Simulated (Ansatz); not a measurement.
**CH4FSi (SMILES C[SiH]F) at UMP2/aug-cc-pVDZ**

What is the electronic atomisation energy of CH4FSi at UMP2/aug-cc-pVDZ? 

The results are computed with Ansatz 0.2.0.

45 further runs of the same task are left out: 45 set aside as unsound or not needed.

### Step 1. The molecule

CH4FSi has 7 atoms, charge 0, and is taken as a doublet. SMILES: `C[SiH]F`. The coordinates come from a PBE0-D4/def2-TZVP relaxation.

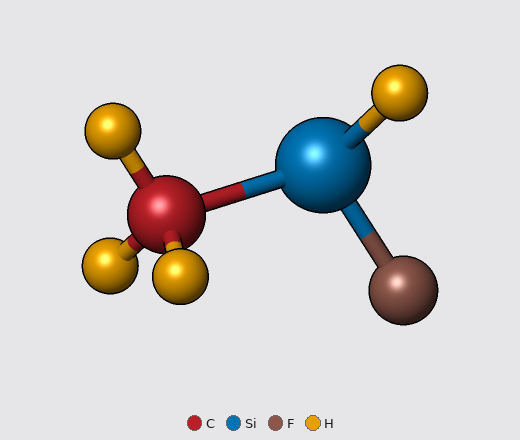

Viewed from a chosen angle; carbon red, silicon blue, fluorine brown, hydrogen amber.

### Step 2. The energy at UMP2/aug-cc-pVDZ

run.yaml reads:

```yaml
crystal:
  periodic: [false, false, false]
  atoms:
    - {symbol: C, position_ang: [-0.653500, 0.389500, -0.298000]}
    - {symbol: Si, position_ang: [0.917400, -0.594100, -0.104100]}
    - {symbol: F, position_ang: [0.640700, -1.812800, 0.909600]}
    - {symbol: H, position_ang: [-1.444900, -0.207800, -0.754100]}
    - {symbol: H, position_ang: [-0.470200, 1.260900, -0.931700]}
    - {symbol: H, position_ang: [-1.000700, 0.738300, 0.679600]}
    - {symbol: H, position_ang: [2.011300, 0.226000, 0.498700]}
basis:
  gaussian: {orbitals: aug-cc-pVDZ}
correlation: {method: mp2, frozen_orbitals: {C: 1, F: 1, H: 0, Si: 5}}
accuracy: high
magnetization: {spin_polarized: true, initial_magnetization: 1}
```

The run is started by

```sh
$ ansatz run run.yaml --threads 1 --pin off --max-ram 3480MiB --events-out events.jsonl --progress --plain --runs-dir runs
```

Standard output:

```text
Warning: RAYON_NUM_THREADS=1 ignored (pool sized by the plan → 1); use --threads N
Functional definition: HF
  name "HF"
  exchange = exact_x
  correlation = 0
2190 factors; integrals over basis functions are off by at most 3.6e-9 eV
mean field evaluation 1: about -11659.8798 eV, gradient 2.5e1 eV
mean field evaluation 2: about -11659.9105 eV, gradient 2.5e1 eV
mean field evaluation 4: about -11662.9501 eV, gradient 2.6e0 eV
mean field evaluation 8: about -11663.0286 eV, gradient 1.3e-1 eV
mean field -11663.02902729 eV, -428.6084112679 hartree, gradient 6.6e-8 eV, S^2 0.753006; 0 other end points of the search recorded, 0 dependent functions left out
7 core orbitals not correlated: weight in the atoms' cores, before any rotation towards them, 1.000 or more for the frozen orbitals, at most 0.000 for the correlated occupied ones
reference -11663.02902729 eV, -428.6084112679 hartree; 10, 9 occupied and 92, 93 virtual orbitals, 2190 factors
second order -12.05188507 eV of doubles, -0.00000000 eV of singles
Total energy: -11675.08091236 eV, -429.0513098753 hartree
```

It took 6 s on 1 thread of Arm Neoverse V2, shared host; peak memory 0.36 GiB.

### Step 3. The C atom at the same level

input.yaml reads:

```yaml
crystal:
  periodic: [false, false, false]
  atoms:
    - {symbol: C, position_ang: [0.000000, 0.000000, 0.000000]}
basis:
  gaussian:
    orbitals: aug-cc-pVDZ
total_charge: 0
magnetization:
  spin_polarized: true
  initial_magnetization: 2
correlation:
  method: mp2
  frozen_orbitals: {C: 1}
accuracy: high
```

Run the same way, it converges to -37.74146 Eh (log not shown).

### Step 4. The F atom at the same level

input.yaml reads:

```yaml
crystal:
  periodic: [false, false, false]
  atoms:
    - {symbol: F, position_ang: [0.000000, 0.000000, 0.000000]}
basis:
  gaussian:
    orbitals: aug-cc-pVDZ
magnetization:
  spin_polarized: true
  initial_magnetization: 1
correlation:
  method: mp2
  frozen_orbitals: {F: 1}
accuracy: high
```

Run the same way, it converges to -99.53570 Eh (log not shown).

### Step 5. The H atom: the energy at UHF/aug-cc-pVDZ

job.yaml reads:

```yaml
crystal:
  periodic: [false, false, false]
  atoms:
    - {symbol: H, position_ang: [0.000000, 0.000000, 0.000000]}
basis:
  gaussian:
    orbitals: aug-cc-pVDZ
hamiltonian:
  xc: hf
accuracy: high
magnetization:
  spin_polarized: true
  initial_magnetization: 1
```

Run the same way, it converges to -0.49933 Eh (log not shown).

### Step 6. The Si atom at the same level

molecule.yaml reads:

```yaml
crystal:
  periodic: [false, false, false]
  atoms:
    - {symbol: Si, position_ang: [0.000000, 0.000000, 0.000000]}
basis:
  gaussian: {orbitals: aug-cc-pVDZ}
magnetization: {spin_polarized: true, initial_magnetization: 2}
correlation: {method: mp2, frozen_orbitals: {Si: 5}}
accuracy: high
total_charge: 0
```

Run the same way, it converges to -288.89747 Eh (log not shown).

### Step 7. What came out

At UMP2/aug-cc-pVDZ, 7 core orbitals frozen:

| quantity | value |
| --- | --- |
| molecule: total energy | -429.05131 Eh |
| molecule: correlation energy (7 core orbitals frozen) | -442.9 mEh |
| molecule: ⟨S²⟩ of the reference determinant | 0.753 |
| C atom: total energy | -37.74146 Eh |
| C atom: correlation energy (1 core orbital frozen) | -53.7 mEh |
| C atom: ⟨S²⟩ of the reference determinant | 2.010 |
| F atom: total energy | -99.53570 Eh |
| F atom: correlation energy (1 core orbital frozen) | -154.6 mEh |
| F atom: ⟨S²⟩ of the reference determinant | 0.754 |
| H atom: total energy | -0.49933 Eh |
| H atom: ⟨S²⟩ | 0.750 |
| Si atom: total energy | -288.89747 Eh |
| Si atom: correlation energy (5 core orbitals frozen) | -46.5 mEh |
| Si atom: ⟨S²⟩ of the reference determinant | 2.014 |
| electronic atomisation energy | 23.928 eV |

Taking the molecule apart into free atoms costs 23.93 eV (2309 kJ/mol), before zero-point energy and without spin-orbit coupling.
